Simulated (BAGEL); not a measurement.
**CH3F (fluoromethane): a chain of runs**

We compute the energy (HF/def2-TZVP), then a single-point energy (NEVPT2(2,2)/def2-TZVP), then a single-point energy (CASPT2(2,2)/def2-TZVP) of CH3F (fluoromethane). 

The calculation is run with BAGEL 1.2.2.

2 further runs of the same task are left out: 2 set aside as unsound or not needed.

### 1 The molecule

The species is CH3F (5 atoms), meant as a singlet with charge 0. SMILES: `CF`. One bond was lengthened or shortened from a relaxed shape.

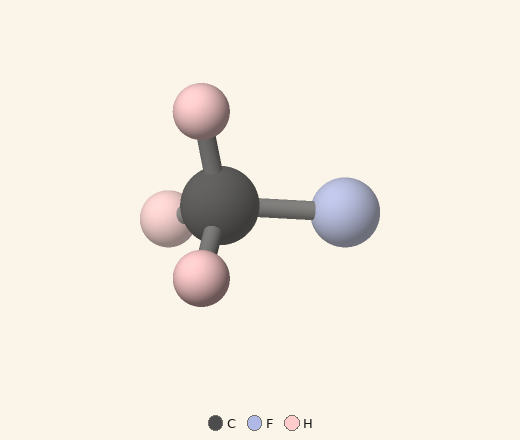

Viewed from a chosen angle; carbon dark grey, fluorine light blue, hydrogen pink.

### 2 The energy at HF/def2-TZVP (density fitting with svp-jkfit) (run 1)

job.json

```json
{ "bagel": [

{
  "title": "molecule",
  "basis": "def2-tzvp.json",
  "df_basis": "svp-jkfit",
  "angstrom": true,
  "geometry": [
    { "atom": "C", "xyz": [      -0.058817,       0.147393,      -0.109198 ] },
    { "atom": "F", "xyz": [       1.085983,      -0.596007,      -0.285598 ] },
    { "atom": "H", "xyz": [      -0.926817,      -0.512407,      -0.174998 ] },
    { "atom": "H", "xyz": [      -0.104800,       0.796000,      -0.772000 ] },
    { "atom": "H", "xyz": [      -0.027917,       0.622993,       0.873702 ] }
  ]
},

{
  "title": "hf"
},

{
  "title": "print",
  "file": "orbitals.molden",
  "orbitals": true
}

]}
```

The basis set def2-TZVP is read from a file made from the Basis Set Exchange's data (not shown).

Launch:

```
$ BAGEL_NUM_THREADS=1 BAGEL job.json > job.out
```

Log:

```text
* using 1 threads per process

  ===============================================================
  ===============================================================

  *** Geometry ***

  { "atom" : "C", "xyz" : [     -0.111148,      0.278532,     -0.206354 ] },
  { "atom" : "F", "xyz" : [      2.052210,     -1.126290,     -0.539702 ] },
  { "atom" : "H", "xyz" : [     -1.751430,     -0.968309,     -0.330698 ] },
  { "atom" : "H", "xyz" : [     -0.198043,      1.504222,     -1.458869 ] },
  { "atom" : "H", "xyz" : [     -0.052755,      1.177286,      1.651057 ] },

  Number of auxiliary basis functions:      206

  Since a DF basis is specified, we compute 2- and 3-index integrals:
    o Being stored without compression. Storage requirement is 0.011 GB

  Number of basis functions:       80
  Number of electrons      :       18

    * METHOD: MOLECULE                             0.08

  *** RHF ***

  === Nuclear Repulsion ===
    38.1636598481

      * DIIS with orbital gradients will be used.

  === RHF iteration (def2-tzvp.json) ===
      0       -138.96478968          0.02323208           0.01
      1       -139.04670396          0.01291829           0.01
      2       -139.07912803          0.00219727           0.01
[... 9 lines of this table left out ...]
     12       -139.08028734          0.00000000           0.01
    * SCF iteration converged.

    * Permanent dipole moment:
           (    0.672604,    -0.462067,    -0.076220) a.u.

    * METHOD: HF                                   0.26

    * METHOD: PRINT                                0.02

  ===============================================================
```

Run time: 0.52 s. Hardware: 1 thread of Arm Neoverse N1, shared host; peak memory 0.14 GiB.

### 3 The energy at NEVPT2(2,2)/def2-TZVP (density fitting with svp-jkfit) (run 2)

job.json

```json
{ "bagel": [

{
  "title": "molecule",
  "basis": "def2-tzvp.json",
  "df_basis": "svp-jkfit",
  "angstrom": true,
  "geometry": [
    { "atom": "C", "xyz": [   -0.058817,    0.147393,   -0.109198 ] },
    { "atom": "F", "xyz": [    1.085983,   -0.596007,   -0.285598 ] },
    { "atom": "H", "xyz": [   -0.926817,   -0.512407,   -0.174998 ] },
    { "atom": "H", "xyz": [   -0.104800,    0.796000,   -0.772000 ] },
    { "atom": "H", "xyz": [   -0.027917,    0.622993,    0.873702 ] }
  ]
},
{ "title": "hf", "charge": 0 },
{ "title": "casscf", "nstate": 1, "nact": 2, "nclosed": 8, "charge": 0, "active": [4, 13], "maxiter": 200, "natocc": true },
{
  "title": "nevpt2",
  "nstate": 1,
  "nact": 2,
  "nclosed": 8,
  "charge": 0,
  "active": [4, 13],
  "maxiter": 200,
  "natocc": true,
  "ncore": 2
},
{ "title": "print", "file": "orbitals.molden", "orbitals": true }

]}
```

The basis set def2-TZVP is read from a file made from the Basis Set Exchange's data (not shown).

Launch:

```
$ BAGEL_NUM_THREADS=1 BAGEL job.json > job.out
```

Log:

```text
* using 1 threads per process

  ===============================================================
  ===============================================================

  *** Geometry ***

[... 29 lines left out ...]
    * SCF iteration converged.
[... 1 line left out ...]
    * Permanent dipole moment:
[... 27 lines left out ...]
    * Second-order optimization converged. *
[... 9 lines left out ...]
     * ci vector, state   0, <S^2> = 0.0000
[... 3 lines left out ...]
    * METHOD: CASSCF                               1.18

    * freezing 2 orbitals

  === DF-NEVPT2 calculation ===

    * 3-index integral transformation done
    * assembly done

      NEVPT2 correlation energy:   -0.4062009107      0.16

          (+0)     -0.3501887710
          (+0)'    -0.0130498247
          (+1)     -0.0031951023
          (+1)'    -0.0000000000
          (+2)     -0.0000734988
          (-1)     -0.0266715390
          (-1)'     0.0000000000
          (-2)     -0.0130221748

      NEVPT2 total energy:       -139.4992248964

    * METHOD: NEVPT2                               0.19

    * METHOD: PRINT                                0.02

  ===============================================================
```

Wall time 1.9 s (1 thread of Arm Neoverse N1, shared host); peak memory 0.14 GiB.

### 4 The energy at CASPT2(2,2)/def2-TZVP (density fitting with svp-jkfit) (run 3)

calc.json

```json
{ "bagel": [

{
  "title": "molecule",
  "basis": "def2-tzvp.json",
  "df_basis": "svp-jkfit",
  "angstrom": true,
  "geometry": [
    { "atom": "C", "xyz": [   -0.058817,    0.147393,   -0.109198 ] },
    { "atom": "F", "xyz": [    1.085983,   -0.596007,   -0.285598 ] },
    { "atom": "H", "xyz": [   -0.926817,   -0.512407,   -0.174998 ] },
    { "atom": "H", "xyz": [   -0.104800,    0.796000,   -0.772000 ] },
    { "atom": "H", "xyz": [   -0.027917,    0.622993,    0.873702 ] }
  ]
},
{ "title": "hf" },
{ "title": "casscf", "nstate": 1, "nact": 2, "nclosed": 8, "active": [4, 13], "maxiter": 200, "natocc": true },
{ "title": "print", "file": "orbitals.molden", "orbitals": true },
{ "title": "smith", "method": "caspt2", "ms": true, "xms": true, "sssr": true, "shift": 0.2, "shift_imag": true, "ncore": 2 }

]}
```

The basis set def2-TZVP is read from a file made from the Basis Set Exchange's data (not shown).

Launch:

```
$ BAGEL_NUM_THREADS=1 BAGEL calc.json > calc.out
```

Log:

```text
* using 1 threads per process

  ===============================================================
  ===============================================================

  *** Geometry ***

[... 31 lines left out ...]
    * Permanent dipole moment:
[... 37 lines left out ...]
     * ci vector, state   0, <S^2> = 0.0000
[... 21 lines left out ...]
       #      aibj      arbs      arbi      airj      risj      airs      arst      rist         Etot      error   time
[... 10 lines left out ...]
      ------------------------------------------------------------------------------------------------------------------

    * CASPT2 energy : state  0     -139.5036730708
        w/o shift correction       -139.5026403917
        reference weight              0.9167843994

    * METHOD: SMITH                                0.56

  ===============================================================
```

It took 2.3 s on 1 thread of Arm Neoverse N1, shared host; peak memory 0.14 GiB.

### 5 Outcome

| quantity | value |
| --- | --- |
| run 1, HF/def2-TZVP: total energy | -139.08029 Eh |
| run 1, HF/def2-TZVP: dipole moment | 2.08 D |
| run 1, HF/def2-TZVP: HOMO energy | -14.34 eV |
| run 1, HF/def2-TZVP: LUMO energy | 4.32 eV |
| run 1, HF/def2-TZVP: HOMO–LUMO gap | 18.65 eV |
| run 2, NEVPT2(2,2)/def2-TZVP: total energy | -139.49922 Eh |
| run 3, CASPT2(2,2)/def2-TZVP: total energy | -139.50367 Eh |
